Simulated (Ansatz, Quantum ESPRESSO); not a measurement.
## GdPd3 (Pm-3m): zone-centre phonons

Wanted: the vibrations of GdPd3 (Pm-3m) at Γ, by two programs.

Method: DFT PBEsol, scalar-relativistic, plane waves, PseudoDojo norm-conserving, 4f in core pseudopotentials, in Quantum ESPRESSO 7.5.

The database entry behind the starting cell differs from later determinations by our own check (about 0.3 % short), so it need not match the best structure at ambient conditions.

In doubt: a PseudoDojo file used here is known to give poor structures and forces, which bears on pressures, cells, forces and phonons.

### 1. Set-up

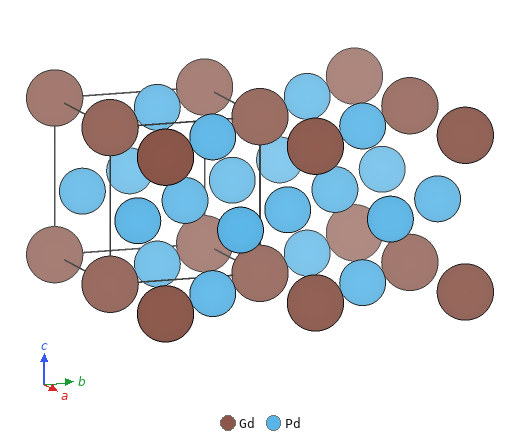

Start, viewed slightly off an axis; gadolinium brown, palladium blue. 2×2×1 cells are drawn. Some periodic images of atoms are drawn too.

Structure file:

```
Gd Pd
1.0
     4.08000    0.00000    0.00000
     0.00000    4.08000    0.00000
     0.00000    0.00000    4.08000
Gd Pd
1 3
Cartesian
  0.0000 0.0000 0.0000
  0.0000 2.0400 2.0400
  2.0400 0.0000 2.0400
  2.0400 2.0400 0.0000
```

### 2. A first look

A cheap run with smearing and empty bands tells whether the crystal has a gap, which decides between fixed occupations and smearing later on.

The input, probe.in:

```
&CONTROL
  calculation = 'scf'
  prefix      = 'x'
  outdir      = './tmp'
  pseudo_dir  = './pseudo'
  tprnfor     = .true.
  tstress     = .true.
  verbosity   = 'high'
/
&SYSTEM
  ibrav       = 1
  celldm(1)   = 7.71008259
  nat         = 4
  ntyp        = 2
  ecutwfc     = 82.0
  input_dft   = 'pbesol'
  occupations = 'smearing'
  smearing    = 'gaussian'
  degauss     = 0.01
/
&ELECTRONS
  conv_thr         = 1.0d-07
  mixing_beta      = 0.7
  electron_maxstep = 100
/
ATOMIC_SPECIES
 Gd    157.2500  Gd.upf
 Pd    106.4200  Pd.upf
ATOMIC_POSITIONS crystal
 Gd     0.000000000   0.000000000   0.000000000
 Pd     0.000000000   0.500000000   0.500000000
 Pd     0.500000000   0.000000000   0.500000000
 Pd     0.500000000   0.500000000   0.000000000
K_POINTS automatic
 4 4 4 0 0 0
```

On the command line:

```sh
> OMP_NUM_THREADS=1 mpirun -n 8 pw.x -nk 8 -in probe.in > probe.out
```

What it wrote:

```text
[banners, grids, parts of the stress and lines that vanish by symmetry left out]
Program PWSCF v.7.5
     IMPORTANT: XC functional enforced from input :
     Exchange-correlation= PBESOL
                           (   1   4  10   8   0   0   0)
[...]
kinetic-energy cutoff     =      82.0000  Ry
     charge density cutoff     =     328.0000  Ry
     scf convergence threshold =      1.0E-07
[...]
Exchange-correlation= PBESOL
                           (   1   4  10   8   0   0   0)
[...]
48 Sym. Ops., with inversion, found
[...]
(     0          1          0      )
                  (     0          0          1      )
[...]
(  0.0000000  1.0000000  0.0000000 )
                  (  0.0000000  0.0000000  1.0000000 )
[...]
(     0         -1          0      )
[...]
(     1          0          0      )
[...]
( -1.0000000  0.0000000  0.0000000 )
                  (  0.0000000  1.0000000  0.0000000 )
[...]
number of k points=    10  Gaussian smearing, width (Ry)=  0.0100
[...]
End of self-consistent calculation
[...]
the Fermi energy is    18.0701 ev
!    total energy              =    -892.46606866 Ry
[...]
convergence has been achieved in  10 iterations
[...]
atom    1 type  1   force =     0.00000000    0.00000000    0.00000000
     atom    2 type  2   force =     0.00000000    0.00000000    0.00000000
     atom    3 type  2   force =     0.00000000    0.00000000    0.00000000
     atom    4 type  2   force =     0.00000000    0.00000000    0.00000000
[...]
Total force =     0.000000     Total SCF correction =     0.000000
[...]
total   stress  (Ry/bohr**3)                   (kbar)     P=       -9.48
[...]
XML data file, charge density, pseudopotentials, collected wavefunctions

   JOB DONE.
```

Run time: 9.4 s. Hardware: 8 MPI ranks of Arm Neoverse V1, shared host; 74 s of CPU time.

Read from the output:

```
volume per atom   : 16.98 Å³
pressure          : -0.9480 GPa
gap on the k-mesh : 0 eV
```

No gap opens on this mesh, so smearing is kept; the start stands at -0.95 GPa.

### 3. Relaxation

The relaxation runs at a cutoff a fifth above that of the response, since stress converges more slowly with the basis than frequencies do. Forces and stress are brought to rest with tight thresholds.

The input, relax.in:

```
&CONTROL
  calculation   = 'vc-relax'
  prefix        = 'x'
  outdir        = './tmp'
  pseudo_dir    = './pseudo'
  tprnfor       = .true.
  tstress       = .true.
  forc_conv_thr = 2.0d-05
  etot_conv_thr = 1.0d-07
  nstep         = 40
/
&SYSTEM
  ibrav       = 1
  celldm(1)   = 7.71008259
  nat         = 4
  ntyp        = 2
  ecutwfc     = 98
  input_dft   = 'pbesol'
  occupations = 'smearing'
  smearing    = 'mv'
  degauss     = 0.02
/
&ELECTRONS
  conv_thr         = 1.0d-11
  mixing_beta      = 0.7
  electron_maxstep = 100
/
&IONS
/
&CELL
  press_conv_thr = 0.2
/
ATOMIC_SPECIES
 Gd    157.2500  Gd.upf
 Pd    106.4200  Pd.upf
ATOMIC_POSITIONS crystal
 Gd     0.000000000   0.000000000   0.000000000
 Pd     0.000000000   0.500000000   0.500000000
 Pd     0.500000000   0.000000000   0.500000000
 Pd     0.500000000   0.500000000   0.000000000
K_POINTS automatic
 8 8 8 0 0 0
```

On the command line:

```sh
> OMP_NUM_THREADS=1 mpirun -n 8 pw.x -nk 8 -in relax.in > relax.out
```

What it wrote:

```text
[banners, grids, parts of the stress and lines that vanish by symmetry left out]
[banner, memory and clock lines left out]
Program PWSCF v.7.5

[...]
Exchange-correlation= PBESOL
                           (   1   4  10   8   0   0   0)
[...]
kinetic-energy cutoff     =      98.0000  Ry
     charge density cutoff     =     392.0000  Ry
     scf convergence threshold =      1.0E-11
[...]
energy convergence thresh.=      1.0E-07
     force convergence thresh. =      2.0E-05
     press convergence thresh. =      2.0E-01
     Exchange-correlation= PBESOL
                           (   1   4  10   8   0   0   0)
[...]
48 Sym. Ops., with inversion, found
[...]
number of k points=    35  Marzari-Vanderbilt smearing, width (Ry)=  0.0200
[...]
End of self-consistent calculation
[...]
the Fermi energy is    17.6268 ev
!    total energy              =    -892.46327922 Ry
[...]
convergence has been achieved in  13 iterations
[...]
atom    1 type  1   force =     0.00000000    0.00000000    0.00000000
     atom    2 type  2   force =     0.00000000    0.00000000    0.00000000
     atom    3 type  2   force =     0.00000000    0.00000000    0.00000000
     atom    4 type  2   force =     0.00000000    0.00000000    0.00000000
     Total force =     0.000000     Total SCF correction =     0.000000
[...]
total   stress  (Ry/bohr**3)                   (kbar)     P=      -15.37
[...]
number of bfgs steps    =   0
[...]
CELL_PARAMETERS (alat=  7.71008259)
[...]
ATOMIC_POSITIONS (crystal)
Gd               0.0000000000        0.0000000000        0.0000000000
Pd               0.0000000000        0.5000000000        0.5000000000
Pd               0.5000000000        0.0000000000        0.5000000000
Pd               0.5000000000        0.5000000000        0.0000000000
[...]
New effective cutoffs (rho, wfc):  393.88   98.51
[...]
End of self-consistent calculation
[...]
the Fermi energy is    17.8025 ev
!    total energy              =    -892.46351988 Ry
[...]
convergence has been achieved in   7 iterations
[...]
atom    1 type  1   force =     0.00000000    0.00000000    0.00000000
     atom    2 type  2   force =     0.00000000    0.00000000    0.00000000
     atom    3 type  2   force =     0.00000000    0.00000000    0.00000000
     atom    4 type  2   force =     0.00000000    0.00000000    0.00000000
     Total force =     0.000000     Total SCF correction =     0.000000
[...]
total   stress  (Ry/bohr**3)                   (kbar)     P=       -4.31
[...]
number of bfgs steps    =   1
[...]
CELL_PARAMETERS (alat=  7.71008259)
[...]
ATOMIC_POSITIONS (crystal)
[...]
New effective cutoffs (rho, wfc):  394.68   98.71
[...]
End of self-consistent calculation
[...]
the Fermi energy is    17.8710 ev
!    total energy              =    -892.46353973 Ry
[...]
convergence has been achieved in   9 iterations
[...]
atom    1 type  1   force =     0.00000000    0.00000000    0.00000000
     atom    2 type  2   force =     0.00000000    0.00000000    0.00000000
     atom    3 type  2   force =     0.00000000    0.00000000    0.00000000
     atom    4 type  2   force =     0.00000000    0.00000000    0.00000000
     Total force =     0.000000     Total SCF correction =     0.000000
[...]
total   stress  (Ry/bohr**3)                   (kbar)     P=        0.09
[...]
number of bfgs steps    =   2
[...]
small trust_radius: resetting bfgs history
[...]
CELL_PARAMETERS (alat=  7.71008259)
[...]
ATOMIC_POSITIONS (crystal)
[...]
New effective cutoffs (rho, wfc):  394.67   98.71
[...]
End of self-consistent calculation
[...]
the Fermi energy is    17.8699 ev
!    total energy              =    -892.46353974 Ry
[...]
convergence has been achieved in   7 iterations
[...]
atom    1 type  1   force =     0.00000000    0.00000000    0.00000000
     atom    2 type  2   force =     0.00000000    0.00000000    0.00000000
     atom    3 type  2   force =     0.00000000    0.00000000    0.00000000
     atom    4 type  2   force =     0.00000000    0.00000000    0.00000000
     Total force =     0.000000     Total SCF correction =     0.000000
[...]
total   stress  (Ry/bohr**3)                   (kbar)     P=        0.02
[...]
bfgs converged in   4 scf cycles and   3 bfgs steps
[...]
End of BFGS Geometry Optimization
     Final enthalpy           =    -892.4635397401 Ry
     File ./tmp/x.bfgs deleted, as requested
[...]
CELL_PARAMETERS (alat=  7.71008259)
[...]
ATOMIC_POSITIONS (crystal)
[...]
Pd               0.5000000000        0.0000000000        0.5000000000
Pd               0.5000000000        0.5000000000        0.0000000000
[...]
Final scf calculation at the relaxed structure.
[...]
kinetic-energy cutoff     =      98.0000  Ry
     charge density cutoff     =     392.0000  Ry
     scf convergence threshold =      1.0E-13
[...]
press convergence thresh. =      2.0E-01
     Exchange-correlation= PBESOL
                           (   1   4  10   8   0   0   0)
[...]
48 Sym. Ops., with inversion, found
[...]
number of k points=    35  Marzari-Vanderbilt smearing, width (Ry)=  0.0200
[...]
End of self-consistent calculation
[...]
the Fermi energy is    17.8699 ev
!    total energy              =    -892.46352946 Ry
[...]
convergence has been achieved in  14 iterations
[...]
atom    1 type  1   force =     0.00000000    0.00000000    0.00000000
     atom    2 type  2   force =     0.00000000    0.00000000    0.00000000
     atom    3 type  2   force =     0.00000000    0.00000000    0.00000000
     atom    4 type  2   force =     0.00000000    0.00000000    0.00000000
     Total force =     0.000000     Total SCF correction =     0.000000
[...]
total   stress  (Ry/bohr**3)                   (kbar)     P=        0.01
[...]
XML data file, charge density, pseudopotentials, collected wavefunctions
```

It took 2.6 min on 8 MPI ranks.

The steps of the relaxation:

```csv
step,energy less that of the first step (eV),largest force (eV/Å),pressure (GPa),volume (Å³)
1,0.0000,0.0000,-1.54,67.92
2,-0.0033,0.0000,-0.43,67.39
3,-0.0035,0.0000,0.01,67.18
4,-0.0035,0.0000,0.00,67.18
5,-0.0034,0.0000,0.00,67.18
```

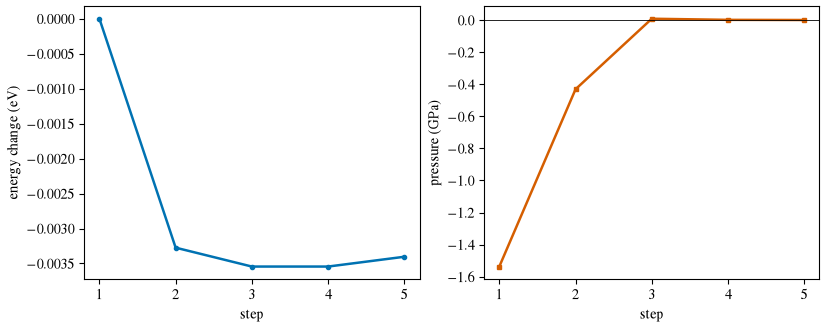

Energy and pressure along the relaxation.

```csv
"conventional cell, symmetrised",before,after,change
a (Å),4.080,4.065,-0.4 %
b (Å),4.080,4.065,-0.4 %
c (Å),4.080,4.065,-0.4 %
volume (Å³/atom),16.98,16.80,-1.1 %
```

Final coordinates:

```
Gd Pd
1.0
     4.06528    0.00000    0.00000
     0.00000    4.06528    0.00000
     0.00000    0.00000    4.06528
Gd Pd
1 3
Cartesian
  0.0000 0.0000 0.0000
  0.0000 2.0326 2.0326
  2.0326 0.0000 2.0326
  2.0326 2.0326 0.0000
```

The last row of the table of steps is pw.x's closing run on a basis chosen anew for the final cell, so its energy can jump.

This step gave:

- volume per atom: 16.80 Å³
- pressure: 0.001 GPa

The volume changes by -1.1 % from the cell with which this run began.

### 4. Self-consistent run for the response

The response is built on this ground state, so it is converged far tighter than an energy would need. Smearing stays on, as the first look found no gap above 0.3 eV.

The input, scf.in:

```
&CONTROL
  calculation = 'scf'
  prefix      = 'x'
  outdir      = './tmp'
  pseudo_dir  = './pseudo'
  tprnfor     = .true.
  tstress     = .true.
/
&SYSTEM
  ibrav       = 1
  celldm(1)   = 7.68226632
  nat         = 4
  ntyp        = 2
  ecutwfc     = 82.0
  input_dft   = 'pbesol'
  occupations = 'smearing'
  smearing    = 'mv'
  degauss     = 0.02
/
&ELECTRONS
  conv_thr         = 1.0d-12
  mixing_beta      = 0.7
  electron_maxstep = 100
/
ATOMIC_SPECIES
 Gd    157.2500  Gd.upf
 Pd    106.4200  Pd.upf
ATOMIC_POSITIONS crystal
 Gd     0.000000000   0.000000000   0.000000000
 Pd     0.000000000   0.500000000   0.500000000
 Pd     0.500000000   0.000000000   0.500000000
 Pd     0.500000000   0.500000000   0.000000000
K_POINTS automatic
 8 8 8 0 0 0
```

On the command line:

```sh
> OMP_NUM_THREADS=1 mpirun -n 8 pw.x -nk 8 -in scf.in > scf.out
```

What it wrote:

```text
[banners, grids, parts of the stress and lines that vanish by symmetry left out]
[banner, memory and clock lines left out]
Program PWSCF v.7.5

[...]
Exchange-correlation= PBESOL
                           (   1   4  10   8   0   0   0)
[...]
kinetic-energy cutoff     =      82.0000  Ry
     charge density cutoff     =     328.0000  Ry
     scf convergence threshold =      1.0E-12
[...]
Exchange-correlation= PBESOL
                           (   1   4  10   8   0   0   0)
[...]
48 Sym. Ops., with inversion, found
[...]
number of k points=    35  Marzari-Vanderbilt smearing, width (Ry)=  0.0200
[...]
End of self-consistent calculation
[...]
the Fermi energy is    17.8700 ev
!    total energy              =    -892.46337067 Ry
[...]
convergence has been achieved in  15 iterations
[...]
atom    1 type  1   force =     0.00000000    0.00000000    0.00000000
     atom    2 type  2   force =     0.00000000    0.00000000    0.00000000
     atom    3 type  2   force =     0.00000000    0.00000000    0.00000000
     atom    4 type  2   force =     0.00000000    0.00000000    0.00000000
     Total force =     0.000000     Total SCF correction =     0.000000
[...]
total   stress  (Ry/bohr**3)                   (kbar)     P=        0.12
[...]
XML data file, charge density, pseudopotentials, collected wavefunctions
```

Wall time 31 s (8 MPI ranks).

This step gave:

```
pressure : 0.01200 GPa
```

The cell stands at 0.012 GPa, close enough for phonons.

(Part 1 of 3 ends here.)

[Host names and launcher messages were left out of these logs when they were recorded.]

[Logs are printed without paths, hosts, clocks, repeated set-up lines and the standing remarks that a program may print on its own settings, such as how far it seeks lower states.]

[Hosts, paths, dates, database ids (printed as entryN), source tags and the programs' standing remarks are cut or masked in the printed files.]
